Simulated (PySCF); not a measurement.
# CuF2 (SMILES [F][Cu][F]) (doublet): what the fields show

Input file:

```
{"job": {"kind": "sp", "xc": "B3LYP", "basis": "ma-def2-SVP", "d3": "d3bj", "grid": 2}, "charge": 0, "multiplicity": 2}
Cu     0.008121    -0.001651    -0.008324
F      0.008095    -0.001676     1.734133
F      0.008259    -0.001620    -1.750784
```

Command:

```sh
OMP_NUM_THREADS=1 python redox_run.py task.json out
```

Geometry: BP86-D3(BJ)/def2-SVP.

Method: DFT single point, gas phase, functional B3LYP in PySCF.

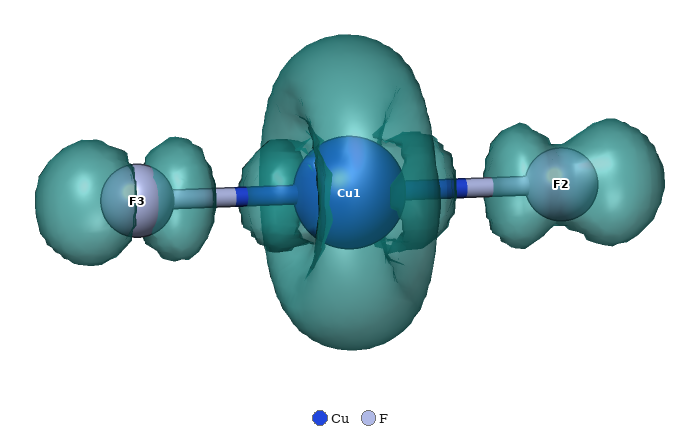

Figure 1. Isosurface of the spin density (α minus β) at +0.02 e/Å³ (teal), seen from one side.

Describe the spin distribution.

Answer. The unpaired spin (1 electron) lies mostly on Cu1 (about 0.8), F2 (about 0.1) and F3 (about 0.1), in electrons by Hirshfeld's partition.

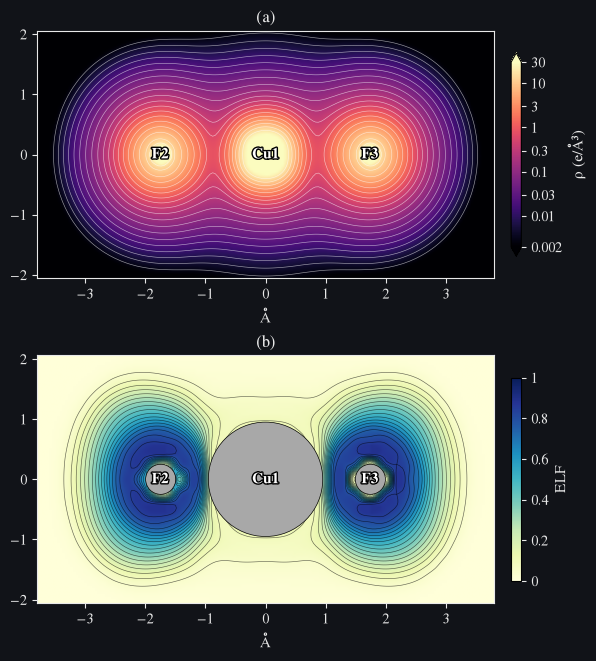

Figure 2. (a) total electron density; (b) electron localisation function on a plane that holds the molecular axis. Grey discs cover the atomic cores in the ELF map.

Describe what can be read from this map.

Answer.
- Atoms in the plane: Cu and F.
- Cu–F (1.74 Å): the density is about 0.83 e/Å³ at the midpoint; the ELF peaks at about 0.85 in the valence shell of F, 0.6 Å from its nucleus, and is about 0.10 at the midpoint.

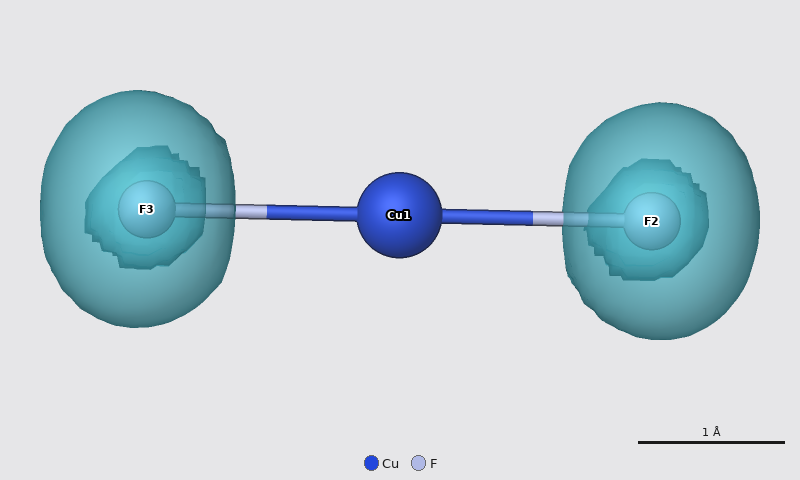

Figure 3. Isosurface of the ELF at 0.75 (cyan), seen from one side. Only the valence region is drawn (cores and ρ < 0.01 e/Å³ removed).

Where are the electrons localised?

Answer. The ELF exceeds this value in two regions wrapped around F (the valence shell of each).
